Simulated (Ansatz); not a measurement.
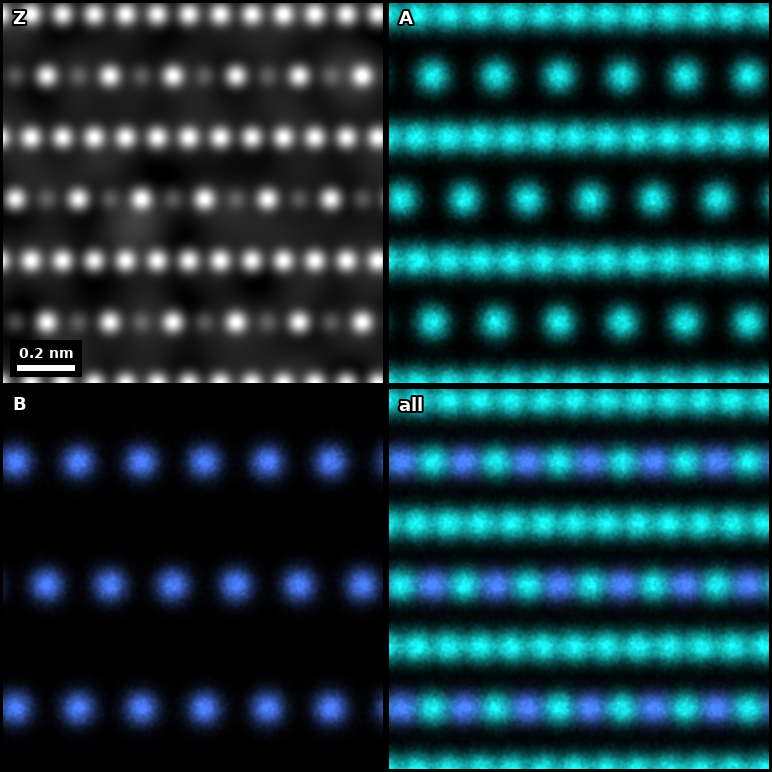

Si3C (P6/mmm, No. 191) along [101]. Panel Z: Simulated incoherent Z contrast: every atom adds Z^1.7 spread by a probe of 0.57 Å full width; channelling and multiple scattering are left out. The display is stretched by a gamma of 0.8; percentages refer to the linear signal. The speckle of an amorphous layer was added. The other panels are simulated element maps (the number of atoms of one element along the beam, blurred by 0.9 Å, with counting noise; each on its own scale, no channelling); the last overlays them. Atomic positions: the geometry given to an electronic-structure calculation, possibly off equilibrium; the starting structure was generated, so it need not be a known form of this composition.

```
Si C
1.0
     4.91480    0.00000    0.00000
    -2.45740    4.25634    0.00000
     0.00000    0.00000    2.43311
Si C
3 1
Cartesian
  2.4574 0.0000 1.2166
  -1.2287 2.1282 1.2166
  1.2287 2.1282 1.2166
  0.0000 0.0000 1.2166
```

**Which element does each lettered map show?**

A: Si, B: C. The projected cell (2.18 × 4.39 Å, 104°) holds 4 columns: 3 of Si and 1 of C. No column is shared by two of the mapped elements.
